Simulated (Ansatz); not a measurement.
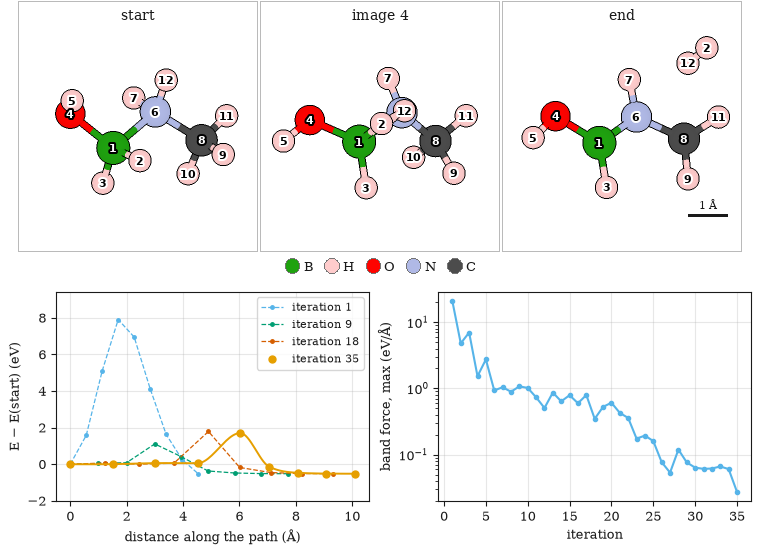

A search for the minimum-energy path of CH₈BNO by the nudged elastic band. Images are numbered from 0 (start) to 8 (end). The plot follows the band through its iterations. Style: ball-and-stick. Shown from a free direction.

Method: RKS B3LYP/6-31G* in Ansatz.

The input:
```yaml
crystal:
  periodic: [false, false, false]
  atoms:
    - { symbol: B, position_ang: [-0.017236, 0.20935, -0.02652] }
    - { symbol: H, position_ang: [0.501896, -0.511858, 0.810179] }
    - { symbol: H, position_ang: [0.733309, 0.591844, -0.90423] }
    - { symbol: O, position_ang: [-1.315725, -0.176291, -0.505265] }
    - { symbol: H, position_ang: [-1.666182, -0.899903, 0.028362] }
    - { symbol: "N", position_ang: [-0.285674, 1.661041, 0.840566] }
    - { symbol: H, position_ang: [-0.790005, 2.273468, 0.197206] }
    - { symbol: C, position_ang: [0.935184, 2.322084, 1.352093] }
    - { symbol: H, position_ang: [1.44018, 1.629938, 2.028981] }
    - { symbol: H, position_ang: [1.594272, 2.51881, 0.504501] }
    - { symbol: H, position_ang: [0.710626, 3.256721, 1.875445] }
    - { symbol: H, position_ang: [-0.935143, 1.460994, 1.602882] }
basis:
  gaussian: { orbitals: "6-31G*" }
hamiltonian:
  xc: b3lyp
neb:
  order_check: false
  images: 7
  f_tol: 0.05
  max_iterations: 60
  initial_path: linear
  final_atoms:
    - { symbol: B, position_ang: [-0.09524525, 0.52588744, -0.44181993] }
    - { symbol: H, position_ang: [-0.86208422, 0.2961061, 3.54715331] }
    - { symbol: H, position_ang: [0.94653192, -0.00950392, -0.71308583] }
    - { symbol: O, position_ang: [-1.30119963, 0.03692342, -0.89571742] }
    - { symbol: H, position_ang: [-1.17875483, -0.76146946, -1.42357782] }
    - { symbol: "N", position_ang: [-0.09586642, 1.68064856, 0.3578855] }
    - { symbol: H, position_ang: [-0.98516694, 2.12401821, 0.55977499] }
    - { symbol: C, position_ang: [1.06510332, 2.36840554, 0.89198464] }
    - { symbol: H, position_ang: [1.96584159, 1.81130529, 0.62022801] }
    - { symbol: H, position_ang: [1.16283957, 3.38625825, 0.48865214] }
    - { symbol: H, position_ang: [1.03005293, 2.44095023, 1.98757603] }
    - { symbol: H, position_ang: [-0.74655003, 0.43666834, 2.82514639] }
```

Launched with:
```bash
ansatz run input.yaml --threads 1 --pin off --max-ram 2048MiB --backend cpu --events-out ev --progress --plain --runs-dir out
```

> Did the band converge, and can the barrier be trusted?

The run is converged, with reservations. The band converged in 35 iterations. The largest component of the band force went from 21 to 0.027 eV/Å. The climbing image converged on the top of the path. Its curvatures weren't checked. The straight starting path can push atoms close together and costs iterations. The first iteration put the highest image at 7.91 eV. The highest point, image 4, lies 1.70 eV above the start and 2.22 eV above the end; the end is at −0.52 eV relative to the start.

The run took 9 min on 1 thread of Intel(R) Xeon(R) Platinum 8488C (Sapphire Rapids) (shared host), peak memory 0.17 GiB.
